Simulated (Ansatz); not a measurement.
# ClFH₄SSi₂: one species, many methods

Aim: compute ClFH₄SSi₂ with functionals from several rungs and with coupled cluster, and see how far each lands from CCSD(T) at the basis-set limit for the atomisation energy.

The runs use Ansatz 0.2.0, Gaussian basis; functionals in def2-TZVPP, the program's frozen cores in correlated methods.

Levels to be run: PBE-D4, r2SCAN-D4, PBE0-D4, B3LYP-D4, ωB97X-V, ωB97M-V, B2PLYP; CCSD(T)/def2-TZVPP; MP2/def2-QZVPP; extrapolation to the limit.

### Step 1. The geometry

An earlier PBE0-D4 in a triple-zeta def2 set relaxation fixed the geometry.

SMILES `F[SiH2]S[SiH2]Cl`, 9 atoms, charge 0, spin multiplicity 1.

Atoms are counted from 1 here; the program's logs count them from 0.

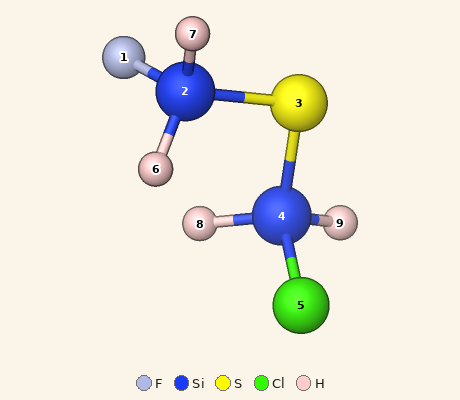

The structure; fluorine light blue, silicon blue, sulfur yellow, chlorine green, hydrogen pink; atoms are numbered from 1 in the order of the file.

### Step 2. PBE-D4 (GGA)

in.yaml

```yaml
crystal:
  periodic: [false, false, false]
  atoms:
    - {symbol: F, position_ang: [1.328696, -1.292303, -1.656042]}
    - {symbol: Si, position_ang: [1.354484, 0.082586, -0.846791]}
    - {symbol: S, position_ang: [0.844764, -0.234603, 1.189962]}
    - {symbol: Si, position_ang: [-1.271007, -0.173054, 0.965387]}
    - {symbol: Cl, position_ang: [-1.980446, 1.750487, 0.970972]}
    - {symbol: H, position_ang: [0.378624, 0.988957, -1.490225]}
    - {symbol: H, position_ang: [2.737130, 0.601757, -0.873062]}
    - {symbol: H, position_ang: [-1.670984, -0.787365, -0.319181]}
    - {symbol: H, position_ang: [-1.847261, -0.878862, 2.127879]}
basis:
  gaussian: {orbitals: def2-TZVPP}
hamiltonian: {xc: pbe, dispersion: d4}
output: {forces: true, orbitals: {seedname: orbitals}}
```

Command:

```sh
ansatz run in.yaml --threads 4 --pin off --events-out ev --progress --plain --max-ram 10444MiB
```

Output, shortened:

```text
Functional definition: PBE
  name "PBE"
  cite "Perdew, Burke & Ernzerhof, Phys. Rev. Lett. 77, 3865 (1996) doi:10.1103/PhysRevLett.77.3865"
  parent pbe
[...]
1546 factors; their error is unknown
[...]
mean field -41881.72642733 eV, -1539.1250577507 hartree, gradient 2.0e-5 eV, S^2 0.000000; 0 other end points of the search recorded, 0 dependent functions left out
[...]
reference -41881.72647141 eV, -1539.1250593706 hartree; 37, 37 occupied and 218, 218 virtual orbitals, 1546 factors
Total energy: -41882.01610340 eV, -1539.1357031498 hartree
Atom 0 at     1.328696    -1.292303    -1.656042 Å, force    -0.001200    -0.557882    -0.341191 eV/Å
Atom 1 at     1.354484     0.082586    -0.846791 Å, force    -0.006414     0.383575     0.167340 eV/Å
Atom 2 at     0.844764    -0.234603     1.189962 Å, force     0.195408    -0.042306     0.275615 eV/Å
Atom 3 at    -1.271007    -0.173054     0.965387 Å, force    -0.015217    -0.074604    -0.028528 eV/Å
Atom 4 at    -1.980446     1.750487     0.970972 Å, force    -0.112908     0.273031     0.003093 eV/Å
Atom 5 at     0.378624     0.988957    -1.490225 Å, force    -0.111590     0.120440    -0.076081 eV/Å
Atom 6 at     2.737130     0.601757    -0.873062 Å, force     0.168893     0.072484     0.007780 eV/Å
Atom 7 at    -1.670984    -0.787365    -0.319181 Å, force    -0.054094    -0.080255    -0.145631 eV/Å
Atom 8 at    -1.847261    -0.878862     2.127879 Å, force    -0.062878    -0.094484     0.137602 eV/Å
Dipole moment:    -0.002628     0.024704     0.001016 e Å
```

Run time: 2.7 s. Hardware: 4 threads of Arm Neoverse V1, shared host; peak memory 0.39 GiB.

With the free atoms at this level, -41851.389 eV in sum, the atomisation energy is 30.627 eV. HOMO -7.05 eV, LUMO -1.35 eV.

### Step 3. r2SCAN-D4 (meta-GGA)

Edit in.yaml of step 2 so:

```diff
@@ -14,3 +14,3 @@
   gaussian: {orbitals: def2-TZVPP}
-hamiltonian: {xc: pbe, dispersion: d4}
+hamiltonian: {xc: r2scan, dispersion: d4}
 output: {forces: true, orbitals: {seedname: orbitals}}
```

The command is unchanged.

Output, shortened:

```text
Functional definition: r2SCAN
  name "r2SCAN"
  cite "Furness, Kaplan, Ning, Perdew & Sun, J. Phys. Chem. Lett. 11, 8208 (2020) doi:10.1021/acs.jpclett.0c02405"
  cite "Furness, Kaplan, Ning, Perdew & Sun, J. Phys. Chem. Lett. 11, 9248 (2020) doi:10.1021/acs.jpclett.0c03077"
  parent r2scan
[...]
1546 factors; their error is unknown
[...]
mean field -41898.43935902 eV, -1539.7392466618 hartree, gradient 1.6e-5 eV, S^2 0.000000; 0 other end points of the search recorded, 0 dependent functions left out
[...]
reference -41898.43937136 eV, -1539.7392471152 hartree; 37, 37 occupied and 218, 218 virtual orbitals, 1546 factors
Total energy: -41898.50710048 eV, -1539.7417361146 hartree
Atom 0 at     1.328696    -1.292303    -1.656042 Å, force    -0.004740    -0.039290    -0.022645 eV/Å
Atom 1 at     1.354484     0.082586    -0.846791 Å, force     0.027200     0.058980    -0.028480 eV/Å
Atom 2 at     0.844764    -0.234603     1.189962 Å, force     0.045255    -0.014634     0.049339 eV/Å
Atom 3 at    -1.271007    -0.173054     0.965387 Å, force    -0.038558    -0.055658     0.000020 eV/Å
Atom 4 at    -1.980446     1.750487     0.970972 Å, force    -0.033520     0.059291     0.001202 eV/Å
Atom 5 at     0.378624     0.988957    -1.490225 Å, force     0.025141    -0.008794     0.008383 eV/Å
Atom 6 at     2.737130     0.601757    -0.873062 Å, force    -0.031188    -0.004851    -0.003568 eV/Å
Atom 7 at    -1.670984    -0.787365    -0.319181 Å, force     0.001915    -0.000039     0.024120 eV/Å
Atom 8 at    -1.847261    -0.878862     2.127879 Å, force     0.008495     0.004994    -0.028372 eV/Å
Dipole moment:    -0.004641     0.021686    -0.005704 e Å
```

It took 5.5 s on 4 threads of Arm Neoverse V1, shared host; peak memory 0.41 GiB.

With the free atoms at this level, -41867.725 eV in sum, the atomisation energy is 30.782 eV. HOMO -7.36 eV, LUMO -1.02 eV.

### Step 4. PBE0-D4 (hybrid)

Edit in.yaml of step 3 so:

```diff
@@ -14,3 +14,3 @@
   gaussian: {orbitals: def2-TZVPP}
-hamiltonian: {xc: r2scan, dispersion: d4}
-output: {forces: true, orbitals: {seedname: orbitals}}
+hamiltonian: {xc: pbe0, dispersion: d4}
+output: {orbitals: {seedname: orbitals}}
```

Launched as before.

Output:

```text
Functional definition: PBE0
  name "PBE0"
  cite "Adamo & Barone, J. Chem. Phys. 110, 6158 (1999) doi:10.1063/1.478522"
  cite "Perdew, Burke & Ernzerhof, Phys. Rev. Lett. 77, 3865 (1996) doi:10.1103/PhysRevLett.77.3865"
  parent pbe
  parameter a = 0.25
  parameter kappa = 0.804
  parameter beta = 0.06672455060314922
  exchange = (1 - a)*pbe_x(kappa = kappa, mu = beta*pi^2/3) + a*exact_x
  correlation = pbe_c(beta = beta)
1614 factors; their error is unknown
mean field evaluation 1: about -41883.5674 eV, gradient 3.3e1 eV
mean field evaluation 2: about -41882.1330 eV, gradient 4.8e1 eV
mean field evaluation 4: about -41885.2151 eV, gradient 1.3e0 eV
mean field evaluation 8: about -41885.2189 eV, gradient 2.4e-2 eV
mean field evaluation 16: about -41885.3020 eV, gradient 6.4e-5 eV
mean field -41885.30198386 eV, -1539.2564570294 hartree, gradient 6.4e-5 eV, S^2 0.000000; 0 other end points of the search recorded, 0 dependent functions left out
reference -41885.30201692 eV, -1539.2564582442 hartree; 37, 37 occupied and 218, 218 virtual orbitals, 1614 factors
Total energy: -41885.55055917 eV, -1539.2655920035 hartree
```

Run time: 4 s. Hardware: 4 threads of Arm Neoverse V1, shared host; peak memory 0.81 GiB.

With the free atoms at this level, -41855.206 eV in sum, the atomisation energy is 30.345 eV. HOMO -8.27 eV, LUMO -0.48 eV.

### Step 5. B3LYP-D4 (hybrid)

B3LYP here takes the VWN-RPA correlation.

Edit in.yaml of step 4 so:

```diff
@@ -14,3 +14,3 @@
   gaussian: {orbitals: def2-TZVPP}
-hamiltonian: {xc: pbe0, dispersion: d4}
-output: {orbitals: {seedname: orbitals}}
+hamiltonian: {xc: {name: B3LYP}, dispersion: d4}
+output: {forces: true, orbitals: {seedname: orbitals}}
```

Launched as before.

Output, shortened:

```text
Functional definition: B3LYP
  name "B3LYP"
  cite "Stephens, Devlin, Chabalowski & Frisch, J. Phys. Chem. 98, 11623 (1994) doi:10.1021/j100096a001"
  cite "Becke, Phys. Rev. A 38, 3098 (1988) doi:10.1103/PhysRevA.38.3098"
  cite "Lee, Yang & Parr, Phys. Rev. B 37, 785 (1988) doi:10.1103/PhysRevB.37.785"
  cite "Vosko, Wilk & Nusair, Can. J. Phys. 58, 1200 (1980) doi:10.1139/p80-159"
[...]
1583 factors; their error is unknown
[...]
mean field -41904.46790044 eV, -1539.9607914725 hartree, gradient 2.9e-5 eV, S^2 0.000000; 0 other end points of the search recorded, 0 dependent functions left out
[...]
reference -41904.46818947 eV, -1539.9608020943 hartree; 37, 37 occupied and 218, 218 virtual orbitals, 1583 factors
Total energy: -41904.94231199 eV, -1539.9782257757 hartree
Atom 0 at     1.328696    -1.292303    -1.656042 Å, force    -0.005251    -0.176140    -0.108945 eV/Å
Atom 1 at     1.354484     0.082586    -0.846791 Å, force     0.135932     0.299095    -0.096718 eV/Å
Atom 2 at     0.844764    -0.234603     1.189962 Å, force     0.099675    -0.025421     0.130445 eV/Å
Atom 3 at    -1.271007    -0.173054     0.965387 Å, force    -0.191547    -0.298097     0.034611 eV/Å
Atom 4 at    -1.980446     1.750487     0.970972 Å, force    -0.082894     0.213163    -0.000932 eV/Å
Atom 5 at     0.378624     0.988957    -1.490225 Å, force     0.082420    -0.062755     0.036575 eV/Å
Atom 6 at     2.737130     0.601757    -0.873062 Å, force    -0.090171    -0.028462    -0.011148 eV/Å
Atom 7 at    -1.670984    -0.787365    -0.319181 Å, force     0.020079     0.038334     0.102093 eV/Å
Atom 8 at    -1.847261    -0.878862     2.127879 Å, force     0.031757     0.040283    -0.085981 eV/Å
Dipole moment:    -0.003720     0.027344     0.001592 e Å
```

Wall time 6 s (4 threads of Arm Neoverse V1, shared host); peak memory 0.85 GiB.

Atomisation energy: 30.365 eV (free atoms -41874.577 eV, run apart). HOMO -7.99 eV, LUMO -0.65 eV.

### Step 6. ωB97X-V (range-separated)

Edit in.yaml of step 5 so:

```diff
@@ -14,3 +14,3 @@
   gaussian: {orbitals: def2-TZVPP}
-hamiltonian: {xc: {name: B3LYP}, dispersion: d4}
-output: {forces: true, orbitals: {seedname: orbitals}}
+hamiltonian: {xc: {name: wB97X-V}}
+output: {orbitals: {seedname: orbitals}}
```

The command is unchanged.

Output, shortened:

```text
Functional definition: wB97X-V
  name "wB97X-V"
  cite "Mardirossian & Head-Gordon, Phys. Chem. Chem. Phys. 16, 9904 (2014) doi:10.1039/C3CP54374A"
  cite "Becke, J. Chem. Phys. 107, 8554 (1997) doi:10.1063/1.475007"
  cite "Vydrov & Van Voorhis, J. Chem. Phys. 133, 244103 (2010) doi:10.1063/1.3521275"
[...]
      + integral(e_c_pw_opposite_spin*poly(b97_u_opposite, cos0, cos1)) + vv10(b, c)
1575 factors; their error is unknown
300 factors; integrals over basis functions are off by at most 2.5e-5 eV
[...]
mean field -41895.62938734 eV, -1539.6359821071 hartree, gradient 4.8e-5 eV, S^2 0.000000; 0 other end points of the search recorded, 0 dependent functions left out
reference -41895.62938523 eV, -1539.6359820295 hartree; 37, 37 occupied and 218, 218 virtual orbitals, 1575 factors
Total energy: -41895.62938523 eV, -1539.6359820295 hartree
```

Run time: 9.5 s. Hardware: 4 threads of Arm Neoverse V1, shared host; peak memory 0.96 GiB.

With the free atoms at this level, -41864.682 eV in sum, the atomisation energy is 30.947 eV. HOMO -10.60 eV, LUMO 1.61 eV.

### Step 7. ωB97M-V (range-separated)

Edit in.yaml of step 6 so:

```diff
@@ -14,3 +14,3 @@
   gaussian: {orbitals: def2-TZVPP}
-hamiltonian: {xc: {name: wB97X-V}}
-output: {orbitals: {seedname: orbitals}}
+hamiltonian: {xc: {name: wB97M-V}}
+output: {forces: true, orbitals: {seedname: orbitals}}
```

Launched as before.

Output, shortened:

```text
Functional definition: wB97M-V
  name "wB97M-V"
  cite "Mardirossian & Head-Gordon, J. Chem. Phys. 144, 214110 (2016) doi:10.1063/1.4952647"
  cite "Becke, J. Chem. Phys. 107, 8554 (1997) doi:10.1063/1.475007"
  cite "Vydrov & Van Voorhis, J. Chem. Phys. 133, 244103 (2010) doi:10.1063/1.3521275"
  # Of w^i u^j: cxij and so on, Table III.
[...]
  gx(w, u) = 1 - cx + cx01*u + cx10*w
  gss(w, u) = css00 + css04*u^4 + css10*w + css20*w^2 + css43*w^4*u^3
  gos(w, u) = cos00 + cos10*w + (cos20 + cos21*u)*w^2 + (cos60 + cos61*u)*w^6
[...]
      + integral(e_c_pw_mod_opposite_spin*gos(b97_w_opposite, b97_u_opposite)) + vv10(b, c)
1575 factors; their error is unknown
300 factors; integrals over basis functions are off by at most 2.5e-5 eV
[...]
Total energy: -41899.42932096 eV, -1539.7756270919 hartree
Atom 0 at     1.328696    -1.292303    -1.656042 Å, force    -0.013347    -0.112122    -0.053494 eV/Å
Atom 1 at     1.354484     0.082586    -0.846791 Å, force     0.079215     0.293974    -0.021654 eV/Å
Atom 2 at     0.844764    -0.234603     1.189962 Å, force     0.002817     0.002465     0.003450 eV/Å
Atom 3 at    -1.271007    -0.173054     0.965387 Å, force    -0.121525    -0.218802    -0.000658 eV/Å
Atom 4 at    -1.980446     1.750487     0.970972 Å, force    -0.000543     0.041959    -0.004322 eV/Å
Atom 5 at     0.378624     0.988957    -1.490225 Å, force     0.108237    -0.108769     0.080895 eV/Å
Atom 6 at     2.737130     0.601757    -0.873062 Å, force    -0.179484    -0.064052    -0.002151 eV/Å
Atom 7 at    -1.670984    -0.787365    -0.319181 Å, force     0.054812     0.075869     0.150605 eV/Å
Atom 8 at    -1.847261    -0.878862     2.127879 Å, force     0.069818     0.089479    -0.152670 eV/Å
Dipole moment:    -0.003804     0.025012    -0.001461 e Å
```

It took 14 s on 4 threads of Arm Neoverse V1, shared host; peak memory 1.1 GiB.

With the free atoms at this level, -41868.598 eV in sum, the atomisation energy is 30.831 eV. HOMO -10.43 eV, LUMO 1.35 eV.

### Step 8. B2PLYP (double hybrid)

Edit in.yaml of step 7 so:

```diff
@@ -14,3 +14,2 @@
   gaussian: {orbitals: def2-TZVPP}
-hamiltonian: {xc: {name: wB97M-V}}
-output: {forces: true, orbitals: {seedname: orbitals}}
+hamiltonian: {xc: {name: B2PLYP}}
```

Same command.

Output, shortened:

```text
Functional definition: B2PLYP
  name "B2PLYP"
  cite "Grimme, J. Chem. Phys. 124, 034108 (2006) doi:10.1063/1.2148954"
  cite "Becke, Phys. Rev. A 38, 3098 (1988) doi:10.1103/PhysRevA.38.3098"
  cite "Lee, Yang & Parr, Phys. Rev. B 37, 785 (1988) doi:10.1103/PhysRevB.37.785"
[...]
1493 factors; integrals over basis functions are off by at most 1.0e-3 eV
[...]
mean field -41879.87812964 eV, -1539.0571340633 hartree, gradient 6.4e-6 eV, S^2 0.000000; 0 other end points of the search recorded, 0 dependent functions left out
21 core orbitals not correlated: weight in the atoms' cores, before any rotation towards them, 1.000 or more for the frozen orbitals, at most 0.000 for the correlated occupied ones
reference -41879.87831285 eV, -1539.0571407961 hartree; 16, 16 occupied and 218, 218 virtual orbitals, 1493 factors
second order -28.26812630 eV of doubles, -0.00000000 eV of singles
Total energy: -41887.51070695 eV, -1539.3376261059 hartree
```

It took 6 s on 4 threads of Arm Neoverse V1, shared host; peak memory 0.68 GiB.

With the free atoms at this level, -41857.427 eV in sum, the atomisation energy is 30.083 eV.

### Step 9. Frontier levels by functional

Dipoles come from the runs that computed forces. Levels, from each run's orbital file:

| functional | HOMO (eV) | LUMO (eV) | gap (eV) | dipole (D) |
| --- | --- | --- | --- | --- |
| PBE-D4 | -7.05 | -1.35 | 5.70 | 0.12 |
| r2SCAN-D4 | -7.36 | -1.02 | 6.33 | 0.11 |
| PBE0-D4 | -8.27 | -0.48 | 7.79 |  |
| B3LYP-D4 | -7.99 | -0.65 | 7.34 | 0.13 |
| ωB97X-V | -10.60 | 1.61 | 12.21 |  |
| ωB97M-V | -10.43 | 1.35 | 11.77 | 0.12 |

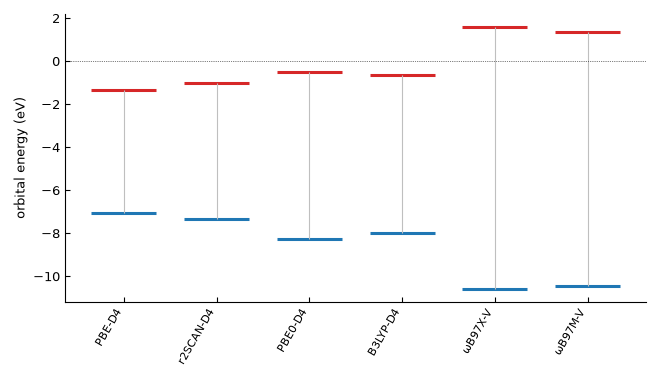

Highest occupied (blue) and lowest empty (red) level by functional.

### Step 10. CCSD(T) in def2-TZVPP

Edit in.yaml of step 8 so:

```diff
@@ -14,2 +14,2 @@
   gaussian: {orbitals: def2-TZVPP}
-hamiltonian: {xc: {name: B2PLYP}}
+correlation: {method: ccsd_t}
```

Same command.

Output, shortened:

```text
Functional definition: HF
  name "HF"
  cite "Fock, Z. Phys. 61, 126 (1930) doi:10.1007/BF01340294"
  parent pbe
[...]
1493 factors; integrals over basis functions are off by at most 1.0e-3 eV
[...]
mean field -41822.17979389 eV, -1536.9367593339 hartree, gradient 5.2e-6 eV, S^2 0.000000; 0 other end points of the search recorded, 0 dependent functions left out
21 core orbitals not correlated: weight in the atoms' cores, before any rotation towards them, 1.000 or more for the frozen orbitals, at most 0.000 for the correlated occupied ones
reference -41822.17979389 eV, -1536.9367593339 hartree; 16, 16 occupied and 218, 218 virtual orbitals, 1493 factors
second order -23.28512393 eV of doubles, -0.00000000 eV of singles
cycle   1  -24.16073817 eV  change   -8.8e-1 eV  update   1.0e-1
[...]
cycle   9  -24.83516088 eV  change   -2.3e-5 eV  update   1.8e-5
perturbative correction -0.96405539 eV, -0.0354283823 hartree
Total energy: -41847.97901017 eV, -1537.8848630448 hartree
```

Wall time 2.3 min (4 threads of Arm Neoverse V1, shared host); peak memory 5.1 GiB.

### Step 11. MP2 in def2-QZVPP

Edit in.yaml of step 10 so:

```diff
@@ -13,3 +13,3 @@
 basis:
-  gaussian: {orbitals: def2-TZVPP}
-correlation: {method: ccsd_t}
+  gaussian: {orbitals: "def2-QZVPP.json"}
+correlation: {method: mp2}
```

Launched as before.

Output:

```text
Functional definition: HF
  name "HF"
  cite "Fock, Z. Phys. 61, 126 (1930) doi:10.1007/BF01340294"
  parent pbe
  exchange = exact_x
  correlation = 0
2704 factors; integrals over basis functions are off by at most 9.7e-4 eV
mean field evaluation 1: about -41820.7928 eV, gradient 3.1e1 eV
mean field evaluation 2: about -41820.9976 eV, gradient 3.1e1 eV
mean field evaluation 4: about -41823.4150 eV, gradient 3.1e0 eV
mean field evaluation 8: about -41823.4646 eV, gradient 2.7e-1 eV
mean field -41823.46498433 eV, -1536.9839892112 hartree, gradient 2.3e-6 eV, S^2 0.000000; 0 other end points of the search recorded, 0 dependent functions left out
21 core orbitals not correlated: weight in the atoms' cores, before any rotation towards them, 1.000 or more for the frozen orbitals, at most 0.000 for the correlated occupied ones
reference -41823.46498433 eV, -1536.9839892112 hartree; 16, 16 occupied and 420, 420 virtual orbitals, 2704 factors
second order -25.46541306 eV of doubles, -0.00000000 eV of singles
Total energy: -41848.93039739 eV, -1537.9198258801 hartree
```

Run time: 21 s. Hardware: 4 threads of Arm Neoverse V1, shared host; peak memory 2.5 GiB.

The pieces so far (eV):

```csv
basis,HF,MP2 correlation,CCSD correlation,(T),total
def2-TZVPP,-41822.1798,-23.2851,-24.8352,-0.9641,-41847.9790
def2-QZVPP,-41823.4650,-25.4654,,,-41848.9304 (MP2)
```

The report of the def2-TZVPP run gives T1 = 0.0111.

### Step 12. Extrapolating to the complete basis

No new run: Hartree-Fock is extrapolated as exp(−7.88√X) and correlation as X^−2.97, with X = 3 and 4; only MP2 was run in the larger set, so CCSD(T) minus MP2 is added from the smaller one.

| level | energy at the limit (eV) |
| --- | --- |
| HF | -41823.6420 |
| MP2 | -41850.7224 |
| CCSD | -41852.2725 |
| CCSD(T) | -41853.2365 |

### Step 13. All levels against the reference

Free atoms (1 F, 2 Si, 1 S, 1 Cl, 4 H) were run apart at each level; the atomisation energy is their sum less the molecule, without zero-point or spin-orbit terms.

Differences are taken before rounding.

```csv
method,rung,"atoms, summed (eV)",atomisation energy (eV),from CCSD(T)/CBS (eV),time
PBE-D4,GGA,-41851.389,30.627,-0.179,2.7 s
r2SCAN-D4,meta-GGA,-41867.725,30.782,-0.025,5.5 s
PBE0-D4,hybrid,-41855.206,30.345,-0.462,4 s
B3LYP-D4,hybrid,-41874.577,30.365,-0.442,6 s
ωB97X-V,range-separated,-41864.682,30.947,+0.141,9.5 s
ωB97M-V,range-separated,-41868.598,30.831,+0.025,14 s
B2PLYP,double hybrid,-41857.427,30.083,-0.723,6 s
HF/def2-TZVPP,wavefunction,-41799.181,22.999,-7.808,
MP2/def2-TZVPP,wavefunction,-41815.096,30.369,-0.437,
CCSD/def2-TZVPP,wavefunction,-41817.701,29.314,-1.493,
CCSD(T)/def2-TZVPP,wavefunction,-41818.216,29.763,-1.043,2.3 min
MP2/CBS,wavefunction,-41819.310,31.413,+0.606,
CCSD(T)/CBS,wavefunction,-41822.430,30.807,0,2.6 min
```

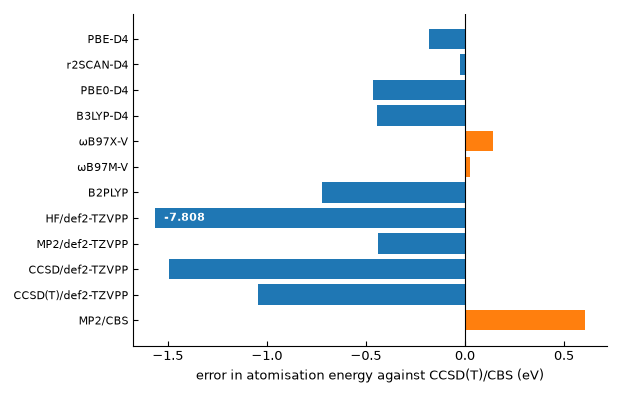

Deviations from CCSD(T)/CBS, method by method. Bars with a number in them are cut short.

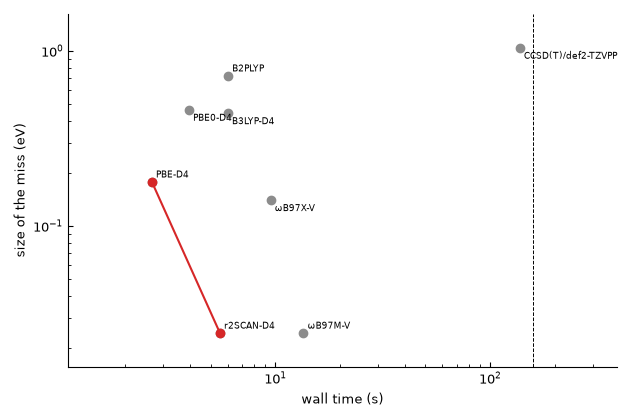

Accuracy for the time spent; red marks the levels that beat every quicker one drawn (of those quicker than the yardstick), and the dashed line is the time of CCSD(T)/CBS. Times are from a shared host.

B2PLYP carry no dispersion term (for B3LYP, D4 adds 0.474 eV).

Times are those of the molecule's run; HF, MP2 and CCSD come out of the CCSD(T) runs, and the limit's time is the sum of the runs that it needs.

### Step 14. What came out

```
                               quantity                                 value
        atomisation energy, CCSD(T)/CBS                             30.807 eV
    functionals within 0.154 eV (0.5 %)           r2SCAN-D4, ωB97X-V, ωB97M-V
                               farthest                    B2PLYP (-0.723 eV)
             mean size of error, hybrid                              0.452 eV
    mean size of error, range-separated                              0.083 eV
              gap, smallest and largest  5.70 eV (PBE-D4), 12.21 eV (ωB97X-V)
                          T1 diagnostic                                0.0111
triples share of the correlation energy                                 3.7 %
```

**Reading.** PBE-D4 misses by -0.179 eV. Double hybrids carry the basis error of their MP2 part in triple zeta, and no dispersion term here, so their miss is partly the set-up's. The reference freezes the cores and leaves out relativity and excitations past (T), so misses under about 0.154 eV can't be ranked. Hartree-Fock recovers 75 % of the binding; the rest is correlation. The gap grows from 5.7 to 12.2 eV across the functionals, mostly with the share of exact exchange.

For cost: r2SCAN-D4 gets within 0.025 eV in 5.5 s, where CCSD(T)/CBS took 2.6 min; the quickest level in the cost chart, PBE-D4, takes 2.7 s and misses by 0.179 eV.
